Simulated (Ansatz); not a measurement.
A series of calculations on BH₃S₂O

Part 1: Relaxation

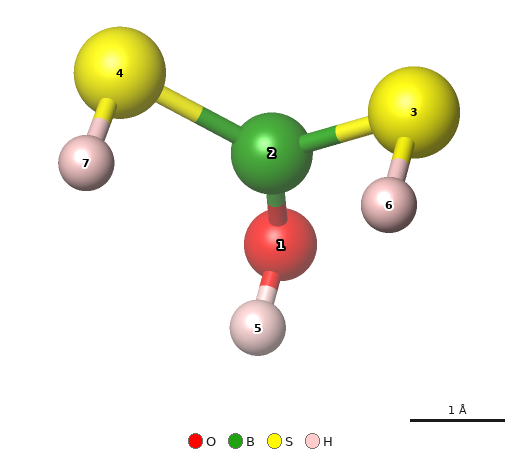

Starting structure of BH3S2O (coarse preliminary run). The picture is a ball-and-stick view, seen from a free direction.

All numbers below come from Ansatz, RKS PBE-D4/def2-SVP.

The input:
```yaml
crystal:
  periodic: [false, false, false]
  atoms:
    - {symbol: O, position_ang: [-1.463600, 0.452800, 0.436900]}
    - {symbol: B, position_ang: [-0.378500, -0.381500, 0.160500]}
    - {symbol: S, position_ang: [0.828500, -0.752900, 1.515200]}
    - {symbol: S, position_ang: [-0.066500, -1.117600, -1.551900]}
    - {symbol: H, position_ang: [-1.180700, 1.398900, 0.189900]}
    - {symbol: H, position_ang: [1.660500, 0.364400, 1.174800]}
    - {symbol: H, position_ang: [0.661500, -0.032100, -1.971100]}
basis:
  gaussian: {orbitals: def2-SVP}
hamiltonian: {xc: pbe, dispersion: d4}
relax: {f_tol: 0.03, max_steps: 250}
```

Question: Where does the relaxation end?

Answer: The optimiser took 15 steps. The atom that moves furthest after the best rigid fit is H6 (1.24 Å). Largest moves by element: H 1.24 Å, S 0.98 Å, B 0.55 Å, O 0.33 Å. Near-neighbour distances that change, for instance: S3–H6 1.434 → 1.361 Å, B2–S4 1.890 → 1.835 Å, O1–H5 1.018 → 0.972 Å, O1–B2 1.396 → 1.366 Å. Bond angles that change, for instance: B2–O1–H5 106.9° → 114.4°, B2–S4–H7 93.2° → 97.5°, O1–B2–S3 118.8° → 115.2°. Groups turn about O1–B2 by about 90°, B2–S3 by about 85°, B2–S4 by about 85°.

The structure at the end:

```xyz
7

O    -1.2597    0.7081    0.4068
B    -0.0662    0.0562    0.2796
S     0.8294   -0.2387    1.8454
S     0.6747   -0.5313   -1.2933
H    -1.7365    0.8386   -0.4302
H     1.9096   -0.8424    1.2791
H    -0.2903   -0.0585   -2.1330
```

After the run, drawn alike:

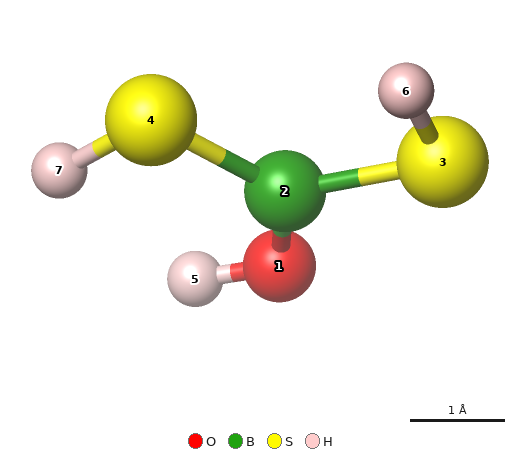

Part 2: Relaxation

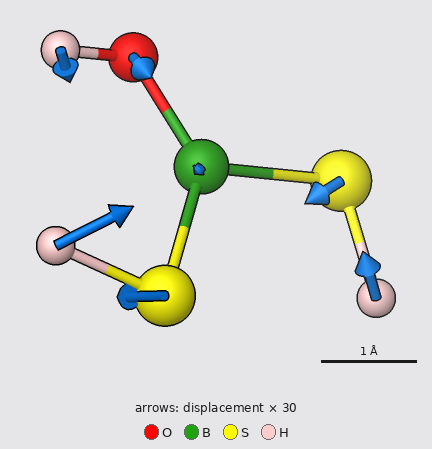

This is a relaxation of BH3S2O. The starting structure is drawn; blue arrows show the displacements, 30 times their true length. The two geometries are superimposed by the best rigid fit.

The picture is a ball-and-stick view, seen at a tilt.

The calculation used RKS PBE0-D4/def2-TZVP in Ansatz.

Input
```yaml
crystal:
  periodic: [false, false, false]
  atoms:
    - {symbol: O, position_ang: [-1.262065, 0.696880, 0.418535]}
    - {symbol: B, position_ang: [-0.070645, 0.043301, 0.281061]}
    - {symbol: S, position_ang: [0.796022, -0.330921, 1.846193]}
    - {symbol: S, position_ang: [0.693486, -0.475197, -1.304893]}
    - {symbol: H, position_ang: [-1.723564, 0.869840, -0.419354]}
    - {symbol: H, position_ang: [1.881979, -0.915145, 1.270483]}
    - {symbol: H, position_ang: [-0.254013, 0.043242, -2.137726]}
basis:
  gaussian: {orbitals: def2-TZVP}
hamiltonian: {xc: pbe0, dispersion: d4}
relax: {f_tol: 0.005, max_steps: 200}
```

**Describe the change and its energy.**

The energy falls by 0.022 eV in 5 geometry steps. Largest force component: 0.66 eV/Å at the start, 0.002 eV/Å at the end. The largest moves after the best rigid fit, 0.031 Å, are those of S4 and H7. By element the largest moves are H 0.031 Å, S 0.031 Å, O 0.017 Å, B 0.004 Å. Near-neighbour distances that change, for instance: S3–H6 1.361 → 1.342 Å, B2–S4 1.835 → 1.821 Å, B2–S3 1.828 → 1.814 Å, O1–H5 0.972 → 0.959 Å.

Part 3: A change

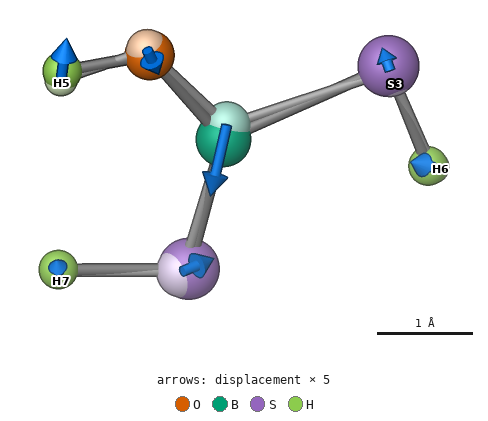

BH₃S₂O, drawn pale, and a changed version of it, drawn solid. The blue arrows show how the atoms are displaced, magnified 5 times. A ball-and-stick model, seen at a tilt.

Computed with RKS r2SCAN-D4/def2-TZVPP (Ansatz 0.2.0). 

Q: What was done to the structure, and with what result?

A: All atoms are moved at random (σ = 0.09 Å) from the PBE0-D4/def2-TZVP minimum. It costs 0.623 eV. The largest force is 6 eV/Å, on the B atom. The forces point partly back along the displacements (cosine −0.66). At other levels of theory the same distortion costs 0.598 eV (RKS PBE-D4/def2-TZVPP), 0.630 eV (RKS PBE0-D4/def2-TZVPP), 0.641 eV (RKS wB97M-V/def2-TZVPP), 0.661 eV (RHF-CCSD(T), frozen core/def2-TZVPP). Some distances before and after: B–S 1.817 → 1.654 to 1.902 Å, H–S 1.343 → 1.331 to 1.436 Å, B–O 1.356 → 1.372 Å, H–O 0.959 → 0.945 Å. Bond angles that change, for instance: O–B–S 115.7° → 106.1°, B–S–H 96.4° → 89.3°.

Part 4: Distortion

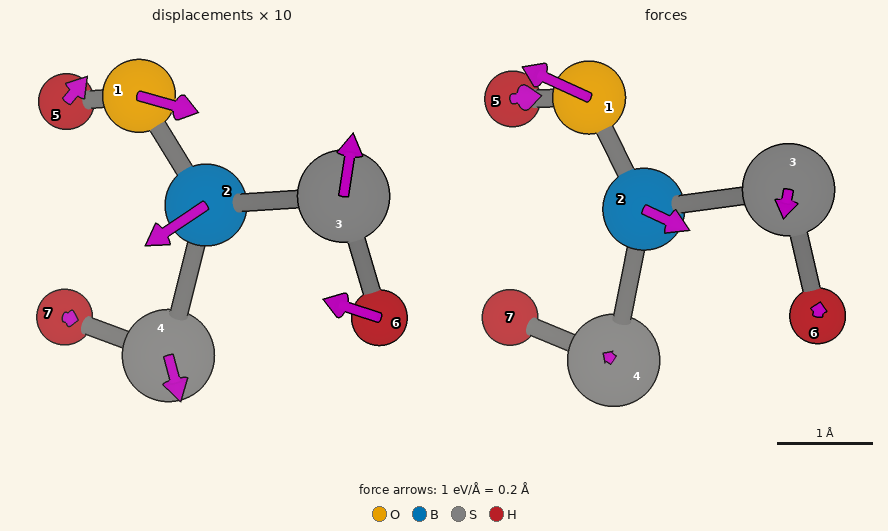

Left: BH$_{3}$S$_{2}$O, with purple arrows for the displacements applied to it. Right: the displaced structure with the computed forces. A ball-and-stick model, seen at a tilt.

All numbers below come from Ansatz 0.2.0, RHF-CCSD(T), frozen core/def2-TZVPP. 

How do the forces relate to the distortion?

All atoms are moved at random (σ = 0.06 Å) from the PBE0-D4/def2-TZVP minimum. The energy rises by 6.05 kcal/mol. The largest force is 4.4 eV/Å, on O1. The forces point partly back along the displacements (cosine −0.52). At other levels of theory the same distortion costs 5.01 kcal/mol (RKS PBE-D4/def2-TZVPP), 5.76 kcal/mol (RKS r2SCAN-D4/def2-TZVPP), 5.97 kcal/mol (RKS PBE0-D4/def2-TZVPP), 6.03 kcal/mol (RKS wB97M-V/def2-TZVPP). Among the bonded contacts that change: O1–H5 0.959 → 1.008 Å, B2–S3 1.814 → 1.862 Å, O1–B2 1.356 → 1.314 Å, S3–H6 1.342 → 1.372 Å. Bond angles that change, for instance: O1–B2–S3 115.7° → 108.2°, O1–B2–S4 125.4° → 131.3°.

Part 5: Distortion

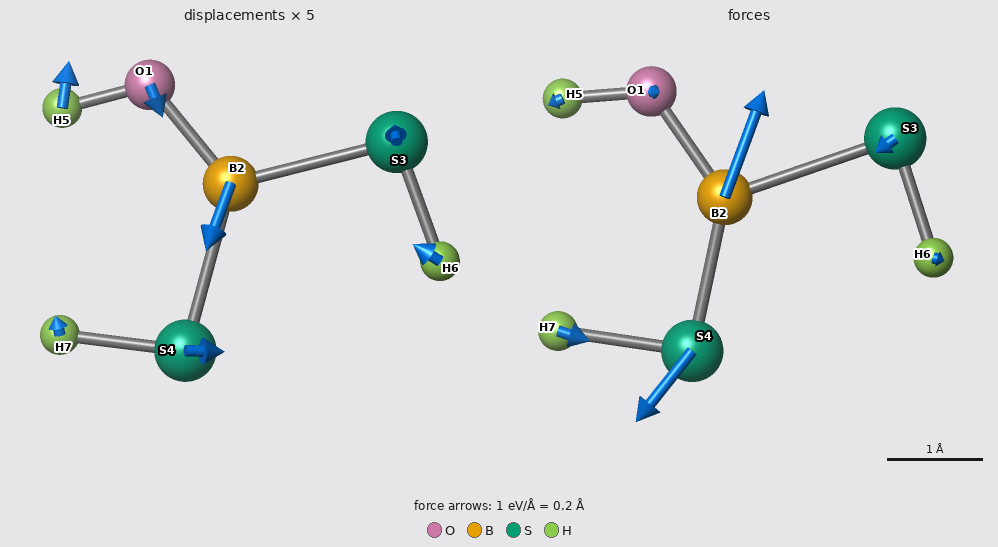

Left: BH₃S₂O, with blue arrows for the displacements applied to it. Right: the displaced structure with the computed forces. A ball-and-stick model, seen face on.

Computed with RKS r2SCAN-D4/def2-TZVPP (Ansatz 0.2.0). 

Where do the forces point?

Answer. All atoms are moved at random (σ = 0.09 Å) from the PBE0-D4/def2-TZVP minimum. Energy change: +0.623 eV. The largest force is 6 eV/Å, on B2. The forces point partly back along the displacements (cosine −0.66). At other levels of theory the same distortion costs 0.598 eV (RKS PBE-D4/def2-TZVPP), 0.630 eV (RKS PBE0-D4/def2-TZVPP), 0.641 eV (RKS wB97M-V/def2-TZVPP), 0.661 eV (RHF-CCSD(T), frozen core/def2-TZVPP). Near-neighbour distances before and after: B2–S4 1.821 → 1.654 Å, S4–H7 1.344 → 1.436 Å, B2–S3 1.814 → 1.902 Å, O1–B2 1.356 → 1.372 Å. Bond angles that change, for instance: O1–B2–S3 115.7° → 106.1°, B2–S3–H6 96.4° → 89.3°.
